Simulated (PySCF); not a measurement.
C$_{4}$H$_{4}$, SMILES `C#CC=C`.

PySCF calculation, PBE0/def2-SVP, gas phase; geometry: GFN2-xTB. No frequency check shows the geometry to be a minimum. Without diffuse functions Rydberg states are missing, so the states' numbers hold for this basis only.

Geometry (Å), atoms numbered from 1:

```
C1      -1.8861    0.1790    0.0000
C2      -0.7241   -0.1244    0.0000
C3       0.6366   -0.4977    0.0000
C4       1.6339    0.3789    0.0000
H5      -2.9003    0.4471    0.0000
H6       0.8242   -1.5648    0.0000
H7       1.4513    1.4407    0.0000
H8       2.6629    0.0625    0.0000
```

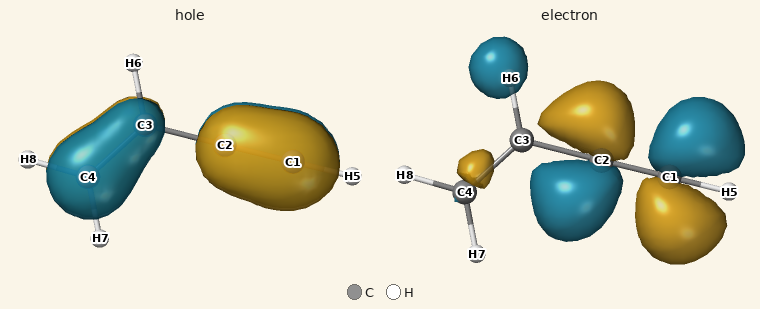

Leading natural transition orbital pair of S₃ (full linear response singlet states); the surfaces enclose about 70 % of each orbital's density.

Give its energy and the atoms that hole and electron lie on.

6.49 eV (191 nm), f = 0.000 (very weak); the leading pair carries 99 %; hole on C1 (36 %), C2 (24 %) and C4 (21 %), electron on C1 (36 %), C2 (32 %) and C3 (9 %); their centroids lie 0.5 Å apart. In canonical orbitals it is mainly HOMO → LUMO+1 (96 %). The HOMO–LUMO gap is 6.33 eV.
